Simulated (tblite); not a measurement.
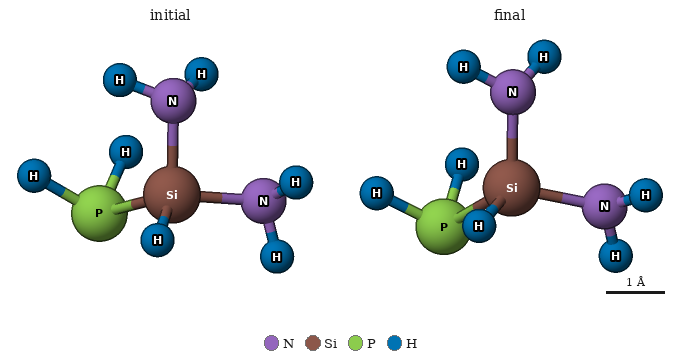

The structure of SiPN$_{2}$H$_{7}$ before (left) and after (right) a relaxation, at one scale.

Style: ball-and-stick. Shown at a tilt.

The calculation used tblite, GFN2-xTB geometry optimisation, gas phase. 

Q: Describe what moved and what it gained.

A: After 60 geometry steps the energy has fallen by 14.0 kcal/mol. The largest moves after the best rigid fit, 0.41 Å, are those of H atoms. By element the largest moves are H 0.41 Å, P 0.26 Å, N 0.17 Å, Si 0.12 Å. Some distances before and after: P–Si 2.167 → 2.262 Å, N–Si 1.679 → 1.728 Å, H–P 1.420 → 1.382 Å, H–N 1.019 → 1.008 Å. Bond angles that change, for instance: N–Si–P 108.5° → 119.8°, Si–N–H 107.0° → 118.1°, P–Si–H 117.8° → 107.2°. The run took 0.2 s on 1 thread of Arm Neoverse V2, with other jobs on the host.
